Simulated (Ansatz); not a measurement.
System: AlH3O4···H2.

Input

```
crystal:
  periodic: [false, false, false]
  atoms:
    - {symbol: Al, position_ang: [0.186595, -0.789259, -0.117029]}
    - {symbol: H, position_ang: [-1.344180, 1.956171, 0.269124]}
    - {symbol: O, position_ang: [1.204361, -0.234073, 1.122297]}
    - {symbol: O, position_ang: [-1.409011, -1.301866, 0.093396]}
    - {symbol: H, position_ang: [-0.713819, 2.059895, 0.657237]}
    - {symbol: O, position_ang: [0.983305, -1.201799, -1.633184]}
    - {symbol: O, position_ang: [0.584803, 0.236728, -1.687126]}
    - {symbol: H, position_ang: [0.979486, -0.240902, 2.049186]}
    - {symbol: H, position_ang: [-1.908834, -1.177971, 0.896532]}
    - {symbol: H, position_ang: [1.437294, 0.692973, -1.650433]}
basis:
  gaussian: {orbitals: def2-TZVPP}
hamiltonian: {xc: pbe0, dispersion: d4}
output: {orbitals: {seedname: orbitals}}
```

Launched as:

```sh
ansatz run in.yaml --threads 4 --pin off --events-out ev --progress --plain --max-ram 9574MiB
```

The product side of a reaction path; geometry: PBE0-D4/def2-TZVP.

The calculation used RKS PBE0-D4/def2-TZVPP (Ansatz 0.2.0).

Question: What will maps of the electron density and electron localisation function show?

Answer: Al–O (1.69 Å): ρ at the midpoint is about 0.92 e/Å³; the ELF peaks at about 0.90 in the valence shell of O, 0.6 Å from its nucleus, and is about 0.40 at the midpoint.
Al–O (1.76 Å): the density is about 0.8 e/Å³ at the midpoint; the ELF peaks at about 0.90 in the valence shell of O, 0.6 Å from its nucleus, and is about 0.45 at the midpoint.
O–H (0.95 Å): ρ is about 3.8 e/Å³ halfway; the ELF climbs to about 1 towards the hydrogen, as it does in any bond to H: a covalent bond by its length.

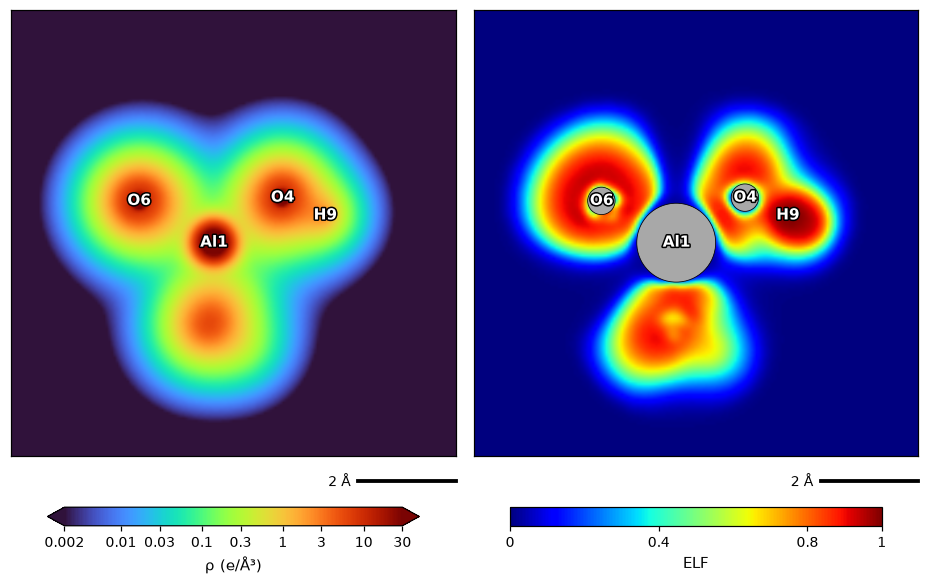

Computed electron density and electron localisation function on the plane of atoms O4, Al1 and O6, in this order. Grey discs cover the atomic cores in the ELF map. 
